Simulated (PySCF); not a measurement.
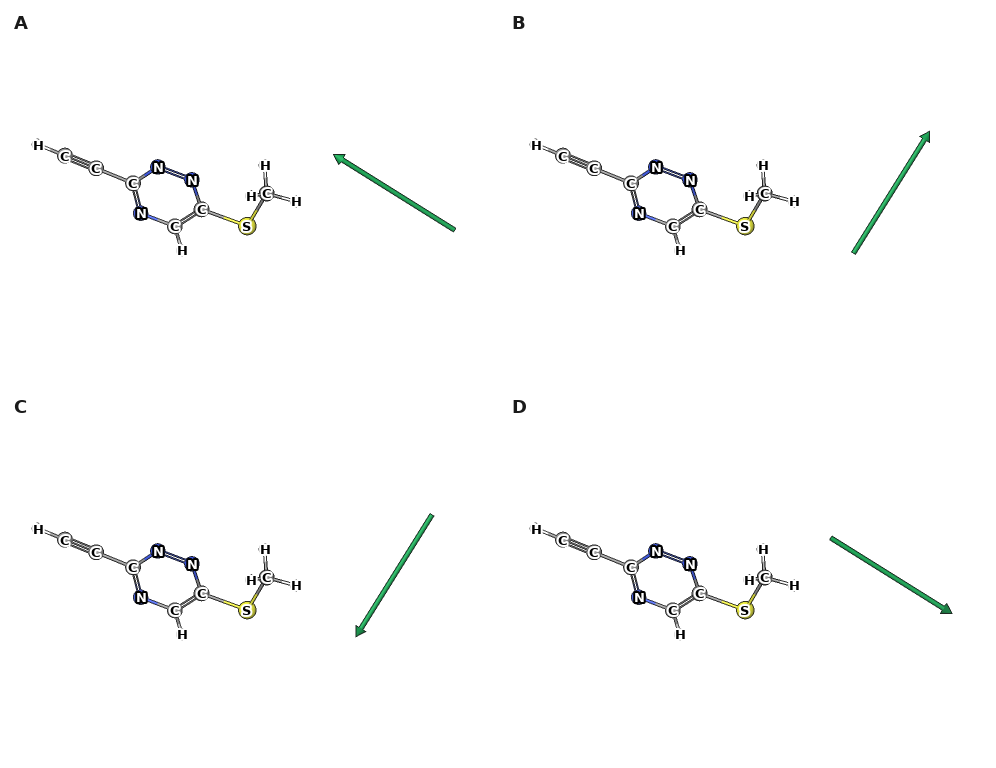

The same molecule four times, each with an arrow. The geometry was computed by an optimisation with GFN2-xTB. No frequency run is at hand to confirm it as a minimum. Level of theory: CAM-B3LYP/def2-SVPD, gas phase (PySCF 2.14.0).

**Which arrow points along the dipole moment, from the negative to the positive end?**

D. The dipole moment is 1.66 D.
